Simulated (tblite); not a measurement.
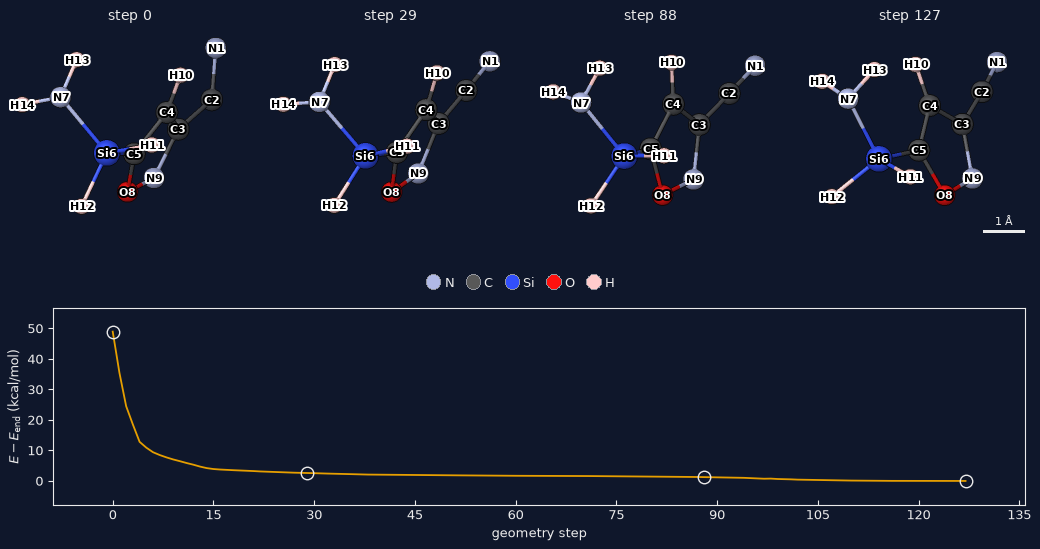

Frames of a relaxation of C₄H₅N₃OSi (charge −1, multiplicity 2), marked on the history of the run. The picture is a ball-and-stick view, seen from a free direction.

Computed with GFN2-xTB geometry optimisation, gas phase in tblite 0.8.0. 

**What happens along the run?**

The largest move after the best rigid fit is that of H10, 1.22 Å. By element the largest moves are H 1.22 Å, N 1.03 Å, O 1.01 Å, C 0.49 Å, Si 0.26 Å. Near-neighbour distances that change, for instance: N1–C2 1.284 → 1.164 Å, O8–N9 1.317 → 1.421 Å, C2–C3 1.468 → 1.384 Å, C5–O8 1.310 → 1.390 Å. Bond angles that change, for instance: N1–C2–C3 117.4° → 176.5°, N7–Si6–H12 112.9° → 102.5°, C4–C5–Si6 123.3° → 132.5°. Groups turn about C5–Si6 by about 65°. Over 127 geometry steps the energy falls by 48.9 kcal/mol. The run took 0.76 s on 1 thread of Arm Neoverse V2 (shared host). From step 0 to 29: N1 moves most (0.89 Å), energy −46.3 kcal/mol. From step 29 to 88: H10 moves most (0.78 Å), energy −1.35 kcal/mol. From step 88 to 127: O and H atoms move most (0.63 Å), energy −1.26 kcal/mol.

| step | E − E(0), kcal/mol |
| --- | --- |
| 0 | 0.00 |
| 1 | -13.52 |
| 2 | -24.44 |
| 3 | -30.44 |
| 4 | -36.12 |
| 5 | -38.03 |
| 6 | -39.53 |
| 7 | -40.45 |
| 8 | -41.22 |
| 9 | -41.90 |
| 10 | -42.47 |
| 16 | -45.21 |
| 22 | -45.84 |
| 28 | -46.29 |
| 35 | -46.67 |
| 41 | -46.92 |
| 47 | -47.06 |
| 53 | -47.14 |
| 59 | -47.25 |
| 65 | -47.29 |
| 72 | -47.37 |
| 78 | -47.46 |
| 84 | -47.59 |
| 90 | -47.76 |
| 96 | -48.13 |
| 102 | -48.52 |
| 109 | -48.81 |
| 115 | -48.92 |
| 121 | -48.93 |
| 127 | -48.95 |
